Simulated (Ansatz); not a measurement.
# Geometry relaxation of Si$_{4}$H$_{10}$

System: Si$_{4}$H$_{10}$.
Method: RKS PBE0-D4/def2-TZVP (Ansatz 0.2.0).

Figures and captions count atoms from 1; the log counts them from 0 in places.

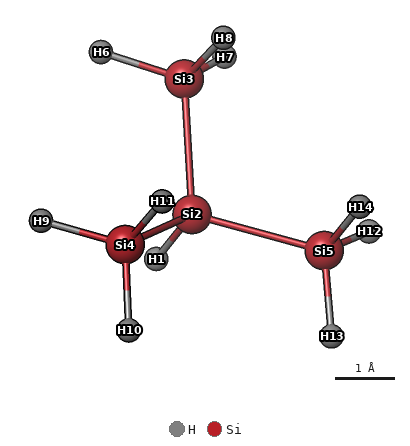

Figure 1. The starting structure (ball-and-stick view, seen at a tilt; atoms are numbered from 1 in the order of the input). Bond lengths as drawn: H–Si 1.49 Å and Si–Si 2.34 Å.

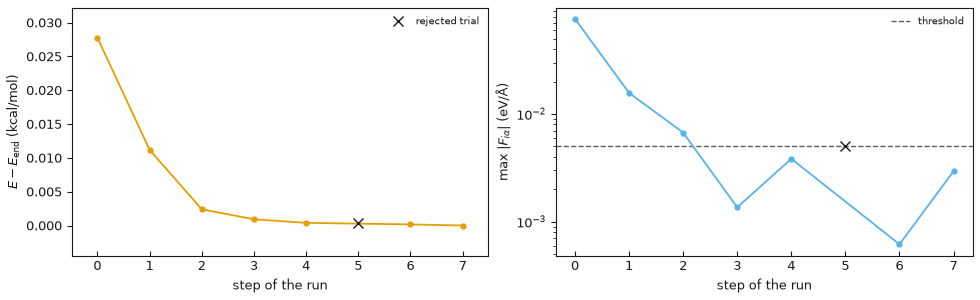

Figure 2. Progress of the relaxation, step by step (the first geometry is step 0 here and step 1 in the log).

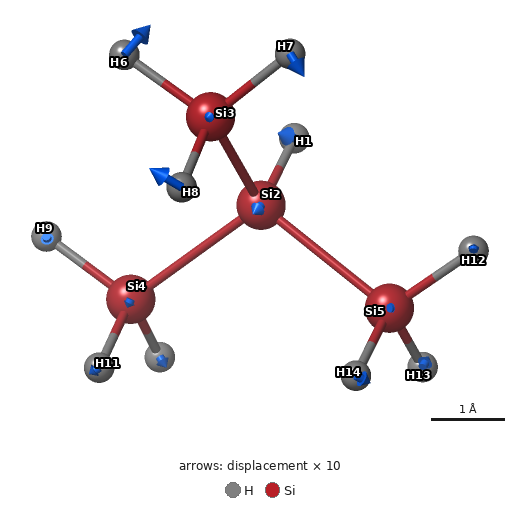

Figure 3. The starting structure with the displacements as blue arrows, magnified 10 times (ball-and-stick view, seen at a tilt). The two geometries are laid on each other by the best rigid fit. The largest move after the best rigid fit is that of H6, 0.059 Å. Largest moves by element: H 0.059 Å, Si 0.022 Å. After 7 geometry steps the energy has fallen by 0.03 kcal/mol. The largest force component goes from 0.077 to 0.0029 eV/Å. The line search rejected the trial step at point 5 (counted from 0) and went back. (Atoms are counted from 1 in the order of the input.)

The input and output of the run follow.

## The input
```yaml
crystal:
  periodic: [false, false, false]
  atoms:
    - {symbol: H, position_ang: [-0.827005, -0.747081, 1.163278]}
    - {symbol: Si, position_ang: [-0.038336, -0.923420, -0.089243]}
    - {symbol: Si, position_ang: [-0.584403, 0.735800, -1.642653]}
    - {symbol: Si, position_ang: [2.243002, -0.790562, 0.401439]}
    - {symbol: Si, position_ang: [-0.507480, -3.020278, -1.009418]}
    - {symbol: H, position_ang: [-0.217781, 2.087908, -1.139833]}
    - {symbol: H, position_ang: [-2.033096, 0.717415, -1.972478]}
    - {symbol: H, position_ang: [0.193009, 0.481835, -2.886697]}
    - {symbol: H, position_ang: [2.589871, 0.544521, 0.960510]}
    - {symbol: H, position_ang: [2.635973, -1.833677, 1.387035]}
    - {symbol: H, position_ang: [3.027695, -0.996704, -0.845899]}
    - {symbol: H, position_ang: [-1.951175, -3.137146, -1.349242]}
    - {symbol: H, position_ang: [-0.151285, -4.106153, -0.056474]}
    - {symbol: H, position_ang: [0.289391, -3.200097, -2.253059]}
basis:
  gaussian: {orbitals: def2-TZVP}
hamiltonian: {xc: pbe0, dispersion: d4}
relax: {f_tol: 0.005, max_steps: 200}
```

Command:
```bash
ansatz run in.yaml --threads 4 --pin off --events-out ev --progress --plain --max-ram 66560MiB --backend cuda --devices 0, --max-vram 37GiB
```

## Output
```
Functional definition: PBE0
  name "PBE0"
  cite "Adamo & Barone, J. Chem. Phys. 110, 6158 (1999) doi:10.1063/1.478522"
  cite "Perdew, Burke & Ernzerhof, Phys. Rev. Lett. 77, 3865 (1996) doi:10.1103/PhysRevLett.77.3865"
  parent pbe
  parameter a = 0.25
  parameter kappa = 0.804
  parameter beta = 0.06672455060314922
  exchange = (1 - a)*pbe_x(kappa = kappa, mu = beta*pi^2/3) + a*exact_x
  correlation = pbe_c(beta = beta)
1512 factors; their error is unknown
mean field evaluation 1: about -31659.8182 eV, gradient 1.4e1 eV
mean field evaluation 2: about -31660.4102 eV, gradient 6.2e0 eV
mean field evaluation 4: about -31660.5252 eV, gradient 4.7e-1 eV
mean field evaluation 8: about -31660.6566 eV, gradient 1.5e-1 eV
mean field -31660.65663230 eV, -1163.5076708732 hartree, gradient 2.3e-5 eV, S^2 0.000000; 0 other end points of the search recorded, 0 dependent functions left out
the calculation of the forces begins
reference -31660.65667775 eV, -1163.5076725434 hartree; 33, 33 occupied and 175, 175 virtual orbitals, 1512 factors
relax step   1: F+E_penalty+E_count = -31660.98007298 eV  Δ(F+E_penalty+E_count) = +0.000e0 eV  max|allowed force component| = 7.665e-2 eV/Å  Δτ_max = 0.0000 Å  (24 SCF iters, accepted)
these checks for a lower state are left out or cut short: starts, cluster_reference, orbital_swaps, neighbouring_geometries, increment
1512 factors; their error is unknown
mean field evaluation 16: about -31660.5261 eV, gradient 4.4e-1 eV
mean field -31660.65737152 eV, -1163.5076980389 hartree, gradient 8.4e-5 eV, S^2 0.000000; 0 other end points of the search recorded, 0 dependent functions left out
the calculation of the forces begins
reference -31660.65741695 eV, -1163.5076997084 hartree; 33, 33 occupied and 175, 175 virtual orbitals, 1512 factors
relax step   2: F+E_penalty+E_count = -31660.98079175 eV  Δ(F+E_penalty+E_count) = -7.188e-4 eV  max|allowed force component| = 1.571e-2 eV/Å  Δτ_max = 0.0133 Å  (24 SCF iters, accepted)
these checks for a lower state are left out or cut short: starts, cluster_reference, orbital_swaps, neighbouring_geometries, increment
1512 factors; their error is unknown
mean field -31660.65815448 eV, -1163.5077268124 hartree, gradient 8.6e-5 eV, S^2 0.000000; 0 other end points of the search recorded, 0 dependent functions left out
the calculation of the forces begins
reference -31660.65819995 eV, -1163.5077284833 hartree; 33, 33 occupied and 175, 175 virtual orbitals, 1512 factors
relax step   3: F+E_penalty+E_count = -31660.98117382 eV  Δ(F+E_penalty+E_count) = -3.821e-4 eV  max|allowed force component| = 6.724e-3 eV/Å  Δτ_max = 0.0266 Å  (23 SCF iters, accepted)
these checks for a lower state are left out or cut short: starts, cluster_reference, orbital_swaps, neighbouring_geometries, increment
1512 factors; their error is unknown
mean field -31660.65847073 eV, -1163.5077384343 hartree, gradient 2.5e-5 eV, S^2 0.000000; 0 other end points of the search recorded, 0 dependent functions left out
the calculation of the forces begins
reference -31660.65851622 eV, -1163.5077401061 hartree; 33, 33 occupied and 175, 175 virtual orbitals, 1512 factors
relax step   4: F+E_penalty+E_count = -31660.98123764 eV  Δ(F+E_penalty+E_count) = -6.382e-5 eV  max|allowed force component| = 1.360e-3 eV/Å  Δτ_max = 0.0110 Å  (21 SCF iters, accepted)
these checks for a lower state are left out or cut short: starts, cluster_reference, orbital_swaps, neighbouring_geometries, increment
1512 factors; their error is unknown
mean field evaluation 32: about -31660.5275 eV, gradient 3.6e-1 eV
mean field -31660.65867214 eV, -1163.5077458358 hartree, gradient 1.0e-5 eV, S^2 0.000000; 0 other end points of the search recorded, 0 dependent functions left out
the calculation of the forces begins
reference -31660.65871765 eV, -1163.5077475084 hartree; 33, 33 occupied and 175, 175 virtual orbitals, 1512 factors
relax step   5: F+E_penalty+E_count = -31660.98126133 eV  Δ(F+E_penalty+E_count) = -2.369e-5 eV  max|allowed force component| = 3.840e-3 eV/Å  Δτ_max = 0.0125 Å  (22 SCF iters, accepted)
these checks for a lower state are left out or cut short: starts, cluster_reference, orbital_swaps, neighbouring_geometries, increment
1512 factors; their error is unknown
mean field -31660.65871281 eV, -1163.5077473306 hartree, gradient 1.2e-5 eV, S^2 0.000000; 0 other end points of the search recorded, 0 dependent functions left out
the calculation of the forces begins
reference -31660.65875833 eV, -1163.5077490032 hartree; 33, 33 occupied and 175, 175 virtual orbitals, 1512 factors
relax step   6: F+E_penalty+E_count = -31660.98126110 eV  Δ(F+E_penalty+E_count) = +2.304e-7 eV  max|allowed force component| = 5.084e-3 eV/Å  Δτ_max = 0.0071 Å  (21 SCF iters, rejected (line search))
these checks for a lower state are left out or cut short: starts, cluster_reference, orbital_swaps, neighbouring_geometries, increment
1512 factors; their error is unknown
mean field -31660.65864975 eV, -1163.5077450131 hartree, gradient 8.2e-5 eV, S^2 0.000000; 0 other end points of the search recorded, 0 dependent functions left out
the calculation of the forces begins
reference -31660.65869526 eV, -1163.5077466856 hartree; 33, 33 occupied and 175, 175 virtual orbitals, 1512 factors
relax step   7: F+E_penalty+E_count = -31660.98127072 eV  Δ(F+E_penalty+E_count) = -9.397e-6 eV  max|allowed force component| = 6.172e-4 eV/Å  Δτ_max = 0.0035 Å  (18 SCF iters, accepted)
these checks for a lower state are left out or cut short: starts, cluster_reference, orbital_swaps, neighbouring_geometries, increment
1512 factors; their error is unknown
mean field -31660.65861976 eV, -1163.5077439110 hartree, gradient 1.7e-5 eV, S^2 0.000000; 0 other end points of the search recorded, 0 dependent functions left out
the calculation of the forces begins
reference -31660.65866527 eV, -1163.5077455833 hartree; 33, 33 occupied and 175, 175 virtual orbitals, 1512 factors
relax step   8: F+E_penalty+E_count = -31660.98127816 eV  Δ(F+E_penalty+E_count) = -7.436e-6 eV  max|allowed force component| = 2.945e-3 eV/Å  Δτ_max = 0.0080 Å  (21 SCF iters, accepted)
1512 factors; their error is unknown
mean field evaluation 64: about -31660.6586 eV, gradient 2.2e-2 eV
mean field -31660.65861976 eV, -1163.5077439110 hartree, gradient 1.7e-5 eV, S^2 0.000000; 1 other end points of the search recorded, 0 dependent functions left out
the calculation of the forces begins
reference -31660.65866527 eV, -1163.5077455834 hartree; 33, 33 occupied and 175, 175 virtual orbitals, 1512 factors
Total energy: -31660.98132367 eV, -1163.5196030608 hartree
Atom 0 at    -0.817735    -0.722390     1.141900 Å, force    -0.000076     0.000585     0.000961 eV/Å
Atom 1 at    -0.023500    -0.922590    -0.105695 Å, force    -0.001247    -0.002945     0.000486 eV/Å
Atom 2 at    -0.580738     0.739837    -1.651185 Å, force     0.002146     0.000813    -0.000435 eV/Å
Atom 3 at     2.254820    -0.796031     0.400430 Å, force    -0.000096     0.001832     0.000181 eV/Å
Atom 4 at    -0.512230    -3.024793    -1.002868 Å, force    -0.000480     0.000492     0.000270 eV/Å
Atom 5 at    -0.268773     2.090050    -1.109737 Å, force    -0.000225    -0.000254    -0.000762 eV/Å
Atom 6 at    -2.028360     0.682646    -1.989578 Å, force    -0.000237    -0.000554     0.000247 eV/Å
Atom 7 at     0.206777     0.533594    -2.896670 Å, force    -0.000160     0.000593     0.000759 eV/Å
Atom 8 at     2.595156     0.534599     0.972364 Å, force     0.000712    -0.000389    -0.000209 eV/Å
Atom 9 at     2.638000    -1.849580     1.378569 Å, force    -0.000639     0.000240    -0.000492 eV/Å
Atom 10 at     3.044560    -0.994093    -0.844910 Å, force    -0.000063    -0.000021    -0.000130 eV/Å
Atom 11 at    -1.957086    -3.131962    -1.341100 Å, force     0.000138    -0.000111    -0.000139 eV/Å
Atom 12 at    -0.165003    -4.103872    -0.039268 Å, force     0.000122     0.000131    -0.000330 eV/Å
Atom 13 at     0.282493    -3.223052    -2.244987 Å, force     0.000107    -0.000414    -0.000407 eV/Å
Dipole moment:    -0.016854     0.004585     0.026613 e Å
```

## Trajectory as extended XYZ (Å, eV, eV/Å), 8 frames, from step=1 to step=8
```
14
Properties=species:S:1:pos:R:3:forces:R:3 step=1 energy=-31660.98007
H    -0.8270   -0.7471    1.1633   -0.0168   0.0201   0.0161
Si   -0.0383   -0.9234   -0.0892    0.0200  -0.0154  -0.0325
Si   -0.5844    0.7358   -1.6427    0.0766   0.0180  -0.0119
Si    2.2430   -0.7906    0.4014    0.0238   0.0164   0.0180
Si   -0.5075   -3.0203   -1.0094   -0.0026  -0.0077   0.0057
H    -0.2178    2.0879   -1.1398   -0.0239  -0.0125   0.0183
H    -2.0331    0.7174   -1.9725   -0.0280  -0.0031   0.0010
H     0.1930    0.4818   -2.8867   -0.0200  -0.0065  -0.0017
H     2.5899    0.5445    0.9605   -0.0101  -0.0053  -0.0034
H     2.6360   -1.8337    1.3870   -0.0063  -0.0048  -0.0046
H     3.0277   -0.9967   -0.8459   -0.0091  -0.0040  -0.0037
H    -1.9512   -3.1371   -1.3492   -0.0016  -0.0017  -0.0013
H    -0.1513   -4.1062   -0.0565   -0.0016   0.0017  -0.0017
H     0.2894   -3.2001   -2.2531   -0.0004   0.0048   0.0019
14
Properties=species:S:1:pos:R:3:forces:R:3 step=2 energy=-31660.98079
H    -0.8268   -0.7352    1.1572   -0.0079   0.0078   0.0036
Si   -0.0347   -0.9245   -0.0926    0.0066  -0.0035  -0.0057
Si   -0.5785    0.7359   -1.6446    0.0157  -0.0055  -0.0041
Si    2.2454   -0.7896    0.4033   -0.0052  -0.0062   0.0013
Si   -0.5086   -3.0222   -1.0088    0.0005   0.0003   0.0060
H    -0.2224    2.0859   -1.1299   -0.0019  -0.0061  -0.0018
H    -2.0298    0.7133   -1.9679   -0.0114  -0.0017  -0.0001
H     0.1906    0.4831   -2.8937   -0.0053   0.0145   0.0021
H     2.5882    0.5462    0.9623   -0.0010  -0.0056  -0.0018
H     2.6351   -1.8358    1.3869    0.0038   0.0029  -0.0015
H     3.0251   -0.9972   -0.8469    0.0053   0.0021   0.0032
H    -1.9521   -3.1399   -1.3495    0.0006   0.0024   0.0005
H    -0.1524   -4.1084   -0.0564    0.0001   0.0006  -0.0016
H     0.2891   -3.1991   -2.2522   -0.0001  -0.0021  -0.0002
14
Properties=species:S:1:pos:R:3:forces:R:3 step=3 energy=-31660.98117
H    -0.8234   -0.7270    1.1458   -0.0002   0.0008   0.0001
Si   -0.0278   -0.9252   -0.1012   -0.0019   0.0017   0.0005
Si   -0.5787    0.7366   -1.6487   -0.0007   0.0038  -0.0041
Si    2.2497   -0.7929    0.4034    0.0067  -0.0002   0.0011
Si   -0.5096   -3.0244   -1.0068   -0.0012  -0.0067  -0.0029
H    -0.2368    2.0851   -1.1213   -0.0018   0.0015   0.0009
H    -2.0310    0.7016   -1.9690   -0.0016  -0.0002  -0.0009
H     0.1901    0.5083   -2.9020    0.0001   0.0011   0.0001
H     2.5877    0.5416    0.9675    0.0016   0.0012   0.0018
H     2.6358   -1.8404    1.3866    0.0014  -0.0014   0.0015
H     3.0387   -0.9958   -0.8417    0.0000  -0.0001  -0.0003
H    -1.9542   -3.1355   -1.3446   -0.0012  -0.0010   0.0002
H    -0.1569   -4.1074   -0.0498   -0.0009  -0.0008   0.0007
H     0.2848   -3.2123   -2.2508   -0.0004   0.0003   0.0012
14
Properties=species:S:1:pos:R:3:forces:R:3 step=4 energy=-31660.98124
H    -0.8213   -0.7250    1.1435    0.0005   0.0002  -0.0006
Si   -0.0259   -0.9242   -0.1035    0.0007  -0.0003  -0.0007
Si   -0.5799    0.7384   -1.6502    0.0002  -0.0007   0.0008
Si    2.2522   -0.7939    0.4031   -0.0014  -0.0002  -0.0004
Si   -0.5106   -3.0253   -1.0058    0.0004   0.0013   0.0006
H    -0.2471    2.0874   -1.1182   -0.0009   0.0003   0.0003
H    -2.0312    0.6964   -1.9745    0.0000  -0.0006  -0.0006
H     0.1935    0.5175   -2.9020    0.0003   0.0009   0.0000
H     2.5910    0.5391    0.9703    0.0003  -0.0002   0.0002
H     2.6365   -1.8436    1.3849    0.0001  -0.0003  -0.0002
H     3.0421   -0.9954   -0.8416    0.0003   0.0001   0.0001
H    -1.9553   -3.1353   -1.3435   -0.0001   0.0001   0.0001
H    -0.1596   -4.1068   -0.0463   -0.0002   0.0000   0.0003
H     0.2839   -3.2168   -2.2492   -0.0002  -0.0005   0.0002
14
Properties=species:S:1:pos:R:3:forces:R:3 step=5 energy=-31660.98126
H    -0.8185   -0.7231    1.1412    0.0005  -0.0008  -0.0009
Si   -0.0237   -0.9235   -0.1062    0.0031   0.0015  -0.0028
Si   -0.5806    0.7399   -1.6514   -0.0013  -0.0016   0.0026
Si    2.2544   -0.7950    0.4021   -0.0038  -0.0011   0.0004
Si   -0.5113   -3.0257   -1.0047   -0.0001   0.0026   0.0022
H    -0.2586    2.0894   -1.1140   -0.0007  -0.0014  -0.0003
H    -2.0307    0.6891   -1.9804    0.0018   0.0005  -0.0010
H     0.1982    0.5282   -2.9014    0.0002  -0.0003   0.0009
H     2.5936    0.5365    0.9728   -0.0001  -0.0006  -0.0004
H     2.6358   -1.8472    1.3823    0.0010   0.0005  -0.0005
H     3.0463   -0.9947   -0.8416   -0.0007   0.0001  -0.0001
H    -1.9564   -3.1337   -1.3419    0.0002  -0.0002  -0.0002
H    -0.1625   -4.1050   -0.0419   -0.0002  -0.0001  -0.0002
H     0.2826   -3.2230   -2.2476    0.0001   0.0008   0.0004
14
Properties=species:S:1:pos:R:3:forces:R:3 step=6 energy=-31660.98126 accepted=F
H    -0.8174   -0.7227    1.1399    0.0007   0.0009   0.0005
Si   -0.0225   -0.9228   -0.1074   -0.0051  -0.0040   0.0046
Si   -0.5814    0.7403   -1.6519    0.0027   0.0012  -0.0001
Si    2.2553   -0.7961    0.4018   -0.0007   0.0028  -0.0033
Si   -0.5120   -3.0254   -1.0033    0.0020   0.0021  -0.0020
H    -0.2652    2.0899   -1.1113   -0.0006  -0.0011  -0.0010
H    -2.0303    0.6859   -1.9857    0.0024  -0.0015   0.0013
H     0.2018    0.5328   -2.8999   -0.0001   0.0004   0.0006
H     2.5946    0.5349    0.9734    0.0007  -0.0003   0.0001
H     2.6378   -1.8491    1.3809   -0.0021   0.0001  -0.0007
H     3.0466   -0.9945   -0.8425    0.0005  -0.0001   0.0001
H    -1.9570   -3.1328   -1.3411    0.0001   0.0004   0.0002
H    -0.1643   -4.1045   -0.0399    0.0000   0.0006   0.0002
H     0.2823   -3.2236   -2.2457   -0.0004  -0.0015  -0.0005
14
Properties=species:S:1:pos:R:3:forces:R:3 step=7 energy=-31660.98127
H    -0.8182   -0.7230    1.1413    0.0000  -0.0001   0.0000
Si   -0.0236   -0.9233   -0.1061   -0.0001   0.0003   0.0006
Si   -0.5807    0.7398   -1.6512    0.0002  -0.0001   0.0001
Si    2.2544   -0.7953    0.4017   -0.0004  -0.0002  -0.0004
Si   -0.5117   -3.0254   -1.0041    0.0003   0.0006   0.0001
H    -0.2617    2.0896   -1.1128   -0.0004  -0.0006   0.0001
H    -2.0300    0.6873   -1.9833    0.0006  -0.0003  -0.0003
H     0.2008    0.5297   -2.8998    0.0003  -0.0001   0.0005
H     2.5941    0.5359    0.9726   -0.0003  -0.0001  -0.0002
H     2.6367   -1.8478    1.3812    0.0000   0.0000  -0.0002
H     3.0455   -0.9945   -0.8426   -0.0002   0.0000  -0.0003
H    -1.9566   -3.1332   -1.3417    0.0000   0.0002   0.0000
H    -0.1633   -4.1047   -0.0412    0.0000   0.0001   0.0000
H     0.2826   -3.2227   -2.2467    0.0000   0.0001   0.0000
14
Properties=species:S:1:pos:R:3:forces:R:3 step=8 energy=-31660.98128
H    -0.8177   -0.7224    1.1419   -0.0001   0.0006   0.0010
Si   -0.0235   -0.9226   -0.1057   -0.0012  -0.0029   0.0005
Si   -0.5807    0.7398   -1.6512    0.0021   0.0008  -0.0004
Si    2.2548   -0.7960    0.4004   -0.0001   0.0018   0.0002
Si   -0.5122   -3.0248   -1.0029   -0.0005   0.0005   0.0003
H    -0.2688    2.0901   -1.1097   -0.0002  -0.0003  -0.0008
H    -2.0284    0.6826   -1.9896   -0.0002  -0.0006   0.0002
H     0.2068    0.5336   -2.8967   -0.0002   0.0006   0.0008
H     2.5952    0.5346    0.9724    0.0007  -0.0004  -0.0002
H     2.6380   -1.8496    1.3786   -0.0006   0.0002  -0.0005
H     3.0446   -0.9941   -0.8449   -0.0001   0.0000  -0.0001
H    -1.9571   -3.1320   -1.3411    0.0001  -0.0001  -0.0001
H    -0.1650   -4.1039   -0.0393    0.0001   0.0001  -0.0003
H     0.2825   -3.2231   -2.2450    0.0001  -0.0004  -0.0004
```

## Summary

```tsv
quantity	value
outcome	converged
total energy	−31660.9813 eV
mean-field energy	−31660.6587 eV
dispersion energy	−0.3227 eV
SCF solution under orbital rotations	stable
largest force (length of the vector) at the end	0.003 eV/Å
dipole moment	0.15 D
hardware	4 CPU threads, shared host
wall time	19 s (CPU time 24 s)
peak memory	1.2 GiB
```
